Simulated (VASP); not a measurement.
# HfN with rev-vdW-DF2: from relaxation to properties, part 4 of 4

What structure does HfN take at this level, and what are its properties? The start is a cell from a database of measured crystal structures.

VASP 6.6.1; rev-vdW-DF2; plane waves and PAW (Hf_pv, N).

Still holding for the runs below: This run has no spin polarisation. Its electron count is odd, so without a moment it is a metal by construction.

So far. Step 5 (Band structure (rev-vdW-DF2)): There is no gap at this level. Step 6 (Density of states (rev-vdW-DF2)): The finer mesh and the other smearing move the Fermi level by +0.06 eV from the 9×9×9 run, one measure of the sampling error in the zero of the bands above. Of the states within 0.3 eV of the Fermi level, the largest shares in the PAW spheres are Hf d 55 % and N p 13 %. The rest lies in smaller channels or between the spheres. The relaxed cell has a = 4.516 Å (conventional setting).

## 7. Zone-centre phonons (rev-vdW-DF2)

Zone-centre modes test whether the atoms sit at a minimum within this cell. IBRION = 6 takes the force constants from differences of forces between displaced cells, so the forces must be tight.

INCAR reads:

```
SYSTEM = HfN
PREC = Accurate
ENCUT = 520
EDIFF = 1E-08
NELM = 100
ISMEAR = 1
SIGMA = 0.2
LREAL = .FALSE.
ALGO = Normal
GGA = MK
AGGAC = 0
LUSE_VDW = .TRUE.
PARAM1 = 0.1234
PARAM2 = 0.711357
ZAB_VDW = -1.8867
LASPH = .TRUE.
NBANDS = 13
LORBIT = 11
LWAVE = .FALSE.
LCHARG = .FALSE.
KPAR = 2
IBRION = 6
NFREE = 2
POTIM = 0.015
ISIF = 2
NSW = 1
```

POSCAR reads:

```
HfN
1.0
    0.0000000000      2.2579669706      2.2579669706
    2.2579669706      0.0000000000      2.2579669706
    2.2579669706      2.2579669706      0.0000000000
Hf N
1 1
Direct
    0.0000000000      0.0000000000      0.0000000000
    0.5000000000      0.5000000000      0.5000000000
```

KPOINTS reads:

```
Automatic mesh
0
Gamma
15 15 15
0 0 0
```

PAW data sets: Hf_pv and N (PBE family, release 64).

Started as:

```console
$ mpirun -np 2 vasp_std
```

Output:

```text
[... set-up lines as in an earlier step ...]
 entering main loop
       N       E                     dE             d eps       ncg     rms          rms(c)
DAV:   1     0.414647695927E+02    0.41465E+02   -0.78855E+03  3120   0.108E+03
DAV:   2    -0.197333767690E+02   -0.61198E+02   -0.57605E+02  4156   0.246E+02
DAV:   3    -0.218211503323E+02   -0.20878E+01   -0.20769E+01  3683   0.379E+01
DAV:   4    -0.218307376872E+02   -0.95874E-02   -0.95844E-02  3510   0.294E+00
DAV:   5    -0.218308078215E+02   -0.70134E-04   -0.70133E-04  3640   0.216E-01    0.491E+01
DAV:   6    -0.188771441222E+02    0.29537E+01   -0.96851E+00  3583   0.240E+01    0.416E+01
DAV:   7    -0.188122594620E+02    0.64885E-01   -0.60822E-01  3365   0.661E+00    0.269E+01
DAV:   8    -0.187932598755E+02    0.19000E-01   -0.13095E-01  3665   0.320E+00    0.692E+00
DAV:   9    -0.187847033977E+02    0.85565E-02   -0.33352E-02  3550   0.139E+00    0.199E+00
DAV:  10    -0.187843288358E+02    0.37456E-03   -0.22669E-03  3768   0.437E-01    0.141E-01
DAV:  11    -0.187843076882E+02    0.21148E-04   -0.11217E-04  3511   0.110E-01    0.519E-02
DAV:  12    -0.187843074187E+02    0.26951E-06   -0.10215E-05  3930   0.266E-02    0.511E-03
DAV:  13    -0.187843072677E+02    0.15100E-06   -0.31823E-07  3660   0.568E-03    0.968E-03
DAV:  14    -0.187843072525E+02    0.15151E-07   -0.33292E-08  3650   0.181E-03    0.417E-03
DAV:  15    -0.187843072718E+02   -0.19287E-07   -0.15323E-08  2602   0.112E-03    0.106E-04
DAV:  16    -0.187843072764E+02   -0.45702E-08   -0.15848E-09  1590   0.443E-04
   1 F= -.18784307E+02 E0= -.18784311E+02  d E =0.111616E-04
 Found     2 degrees of freedom:
 Finite differences POTIM= 0.01500 DOF=   2
 bond charge predicted
       N       E                     dE             d eps       ncg     rms          rms(c)
DAV:   1    -0.187811608825E+02    0.31464E-02   -0.61302E-01  7588   0.733E+00    0.484E-01
DAV:   2    -0.187829487206E+02   -0.17878E-02   -0.19433E-02  8628   0.125E+00    0.224E-01
DAV:   3    -0.187829541183E+02   -0.53977E-05   -0.82692E-05  8802   0.933E-02    0.848E-02
DAV:   4    -0.187829554104E+02   -0.12921E-05   -0.58204E-06  8796   0.212E-02    0.174E-02
DAV:   5    -0.187829556088E+02   -0.19843E-06   -0.40690E-07  8563   0.640E-03    0.468E-03
DAV:   6    -0.187829555977E+02    0.11131E-07   -0.59498E-08  8966   0.245E-03    0.795E-04
DAV:   7    -0.187829555991E+02   -0.13786E-08   -0.13095E-08  6456   0.974E-04
   2 F= -.18782956E+02 E0= -.18782962E+02  d E =0.191345E-04
[...]
3 F= -.18782956E+02 E0= -.18782962E+02  d E =0.191289E-04
[...]
4 F= -.18782955E+02 E0= -.18782962E+02  d E =0.191347E-04
 Finite differences progress:
  Degree of freedom:   2/  2
  Displacement:        1/  2
  Total:               3/  4
 bond charge predicted
       N       E                     dE             d eps       ncg     rms          rms(c)
DAV:   1    -0.187831602644E+02   -0.20497E-03   -0.26404E+00  7553   0.110E+01    0.952E-01
DAV:   2    -0.187834484132E+02   -0.28815E-03   -0.16972E-02  9193   0.996E-01    0.493E-01
DAV:   3    -0.187829530119E+02    0.49540E-03   -0.88335E-04  8028   0.269E-01    0.170E-01
DAV:   4    -0.187829568792E+02   -0.38674E-05   -0.21824E-04  9308   0.111E-01    0.438E-02
DAV:   5    -0.187829556942E+02    0.11851E-05   -0.66392E-06  8543   0.233E-02    0.146E-02
DAV:   6    -0.187829552865E+02    0.40772E-06   -0.95231E-07  8738   0.954E-03    0.370E-03
DAV:   7    -0.187829552840E+02    0.24663E-08   -0.18068E-07  8943   0.354E-03    0.806E-04
DAV:   8    -0.187829552883E+02   -0.43051E-08   -0.43412E-09  4049   0.668E-04
   5 F= -.18782955E+02 E0= -.18782962E+02  d E =0.191271E-04
 Finite differences progress:
  Degree of freedom:   2/  2
  Displacement:        2/  2
  Total:               4/  4
```

It took 82 s on 2 MPI ranks of Intel Xeon 6975P-C (Granite Rapids), shared host; peak memory 0.7 GiB.

Parts of OUTCAR (step 7):

```text
   k-points           NKPTS =    120   k-points in BZ     NKDIM =    120   number of bands    NBANDS=     13

   NELECT =      15.0000    total number of electrons

 E-fermi :   8.2948

 k-point     1 :       0.0000    0.0000    0.0000
  band No.  band energies     occupation
    ...
      6       5.2636      2.00000
      7       5.2640      2.00000
      8       7.9232      2.02460
      9       7.9274      2.02608
     10       7.9274      2.02608
     11      10.1640     -0.00000
     12      10.2578     -0.00000
     13      10.2626     -0.00000

Total vdW correction in eV:      1.7678435

  Total        0.0103231     -0.0021292     -0.0021292      0.0000000      0.0000000     -0.0000000
  in kB        0.7183559     -0.1481646     -0.1481646      0.0000000      0.0000000     -0.0000000
  external PRESSURE =       0.1406755 kB  Pullay stress =       0.0000000 kB

 POSITION                                       TOTAL-FORCE (eV/Angst)
 -----------------------------------------------------------------------------------
      0.00000      0.00000      0.00000        -0.180272      0.000000      0.000000
      2.24297      2.25797      2.25797         0.180272      0.000000      0.000000
 -----------------------------------------------------------------------------------
    total drift:                                0.000018     -0.000000     -0.000000

  FREE ENERGIE OF THE ION-ELECTRON SYSTEM (eV)
  ---------------------------------------------------
  free  energy   TOTEN  =       -18.7829552883 eV

  energy  without entropy=      -18.7829744154  energy(sigma->0) =      -18.78296166

Total vdW correction in eV:      1.7678427

 Eigenvectors and eigenvalues of the dynamical matrix
 ----------------------------------------------------

   1 f  =   15.041248 THz    94.506952 2PiTHz  501.722044 cm-1    62.205577 meV
             X         Y         Z           dx          dy          dz
      0.000000  0.000000  0.000000    -0.060985   -0.262676   -0.000000
      2.257967  2.257967  2.257967     0.217774    0.938007    0.000000

   2 f  =   15.041248 THz    94.506952 2PiTHz  501.722044 cm-1    62.205577 meV
             X         Y         Z           dx          dy          dz
      0.000000  0.000000  0.000000     0.000000    0.000000   -0.269663
      2.257967  2.257967  2.257967     0.000000    0.000000    0.962955

   3 f  =   15.041248 THz    94.506952 2PiTHz  501.722044 cm-1    62.205577 meV
             X         Y         Z           dx          dy          dz
      0.000000  0.000000  0.000000    -0.262676    0.060985   -0.000000
      2.257967  2.257967  2.257967     0.938007   -0.217774    0.000000

   4 f/i=    0.000516 THz     0.003240 2PiTHz    0.017203 cm-1     0.002133 meV
             X         Y         Z           dx          dy          dz
      0.000000  0.000000  0.000000    -0.008432   -0.962830   -0.013028
      2.257967  2.257967  2.257967    -0.002361   -0.269628   -0.003648

   5 f/i=    0.000516 THz     0.003240 2PiTHz    0.017203 cm-1     0.002133 meV
             X         Y         Z           dx          dy          dz
      0.000000  0.000000  0.000000     0.000951    0.013020   -0.962866
      2.257967  2.257967  2.257967     0.000266    0.003646   -0.269638

   6 f/i=    0.000516 THz     0.003240 2PiTHz    0.017203 cm-1     0.002133 meV
             X         Y         Z           dx          dy          dz
      0.000000  0.000000  0.000000     0.962917   -0.008444    0.000837
      2.257967  2.257967  2.257967     0.269652   -0.002365    0.000234

 ELASTIC MODULI CONTR FROM IONIC RELAXATION (kBar)
 Direction    XX          YY          ZZ          XY          YZ          ZX
 --------------------------------------------------------------------------------
 XX           0.0000      0.0000      0.0000      0.0000      0.0000      0.0000
 YY           0.0000      0.0000      0.0000      0.0000      0.0000      0.0000
 ZZ           0.0000      0.0000      0.0000      0.0000      0.0000      0.0000
 XY           0.0000      0.0000      0.0000      0.0000      0.0000      0.0000
 YZ           0.0000      0.0000      0.0000      0.0000      0.0000      0.0000
 ZX           0.0000      0.0000      0.0000      0.0000      0.0000      0.0000
 --------------------------------------------------------------------------------

[... 6 parts as in an earlier step ...]

[... 10 further parts left out ...]
```

The last energy, forces, stress and levels in OUTCAR belong to the last displaced cell, not to the cell of POSCAR.

Numbers from this step:

```
bands                     : 13
irreducible k-points      : 120
pressure of the cell      : -0.01706 GPa
largest force of the cell : 0 eV/Å
```

Modes at Γ, with each element's share of the kinetic energy:

```
mode  frequency (cm⁻¹)  symmetry  Hf %  N %
   1               0.0  acoustic    93    7
   2               0.0  acoustic    93    7
   3               0.0  acoustic    93    7
   4             501.7       T1u     7   93
   5             501.7       T1u     7   93
   6             501.7       T1u     7   93
```

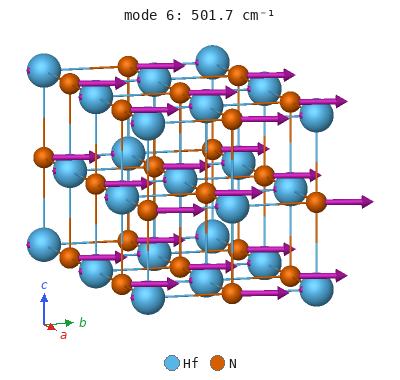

Displacement patterns of mode 6 at Γ; arrows are exaggerated. 2×1×1 conventional cells are drawn. Some periodic images of atoms are drawn too.

The three acoustic modes come out at zero, and all others are real. By the characters of their eigenvectors the optical modes sort into (cm⁻¹) infrared active: T1u 502.

## 8. What came out

* relaxed volume: 11.51 Å³/atom
* relaxed conventional cell a, b, c: 4.516, 4.516, 4.516 Å
* space group after relaxing, within 0.02 Å: Fm-3m (No. 225)
* band gap: none, a metal
* DOS at the Fermi level: 0.624 states/eV/cell
* highest zone-centre mode: 502 cm⁻¹

With rev-vdW-DF2, HfN relaxes to 11.51 Å³/atom in space group Fm-3m (held by the symmetry of the run) and comes out as a metal. Against the listed cell the volume lies -2.2 %. Band structure (rev-vdW-DF2): Of the bands kept, 3 cross the Fermi level on this path. Zone-centre phonons (rev-vdW-DF2): The highest mode at Γ, 501.7 cm⁻¹, is mostly motion of N (93 % of the kinetic energy). Spin-orbit coupling is left out, and with elements this heavy it would split and shift bands near the Fermi level. The k-sampling is coarse for a metal, so the Fermi level, pressures and the shape of the cell carry errors. With an odd electron count and no spin the cell is a metal by construction. Modes at Γ alone can't show that the crystal is stable at other wave vectors. No search among competing phases was made, and a listed structure need not be the one stable at ambient conditions. All values are for a static lattice at zero temperature.

[Lines on the potential files, build, host, timing and source positions are cut from VASP's logs without a mark.]

[Logs are printed without paths, hosts, clocks, repeated set-up lines and the standing remarks that a program may print on its own settings, such as how far it seeks lower states.]

[Hosts, paths, dates, database ids (printed as entryN), source tags and the programs' standing remarks are cut or masked in the printed files.]

[Measured values are set beside computed ones only where the two were judged alike; some that the calculation misses by far are left out.]
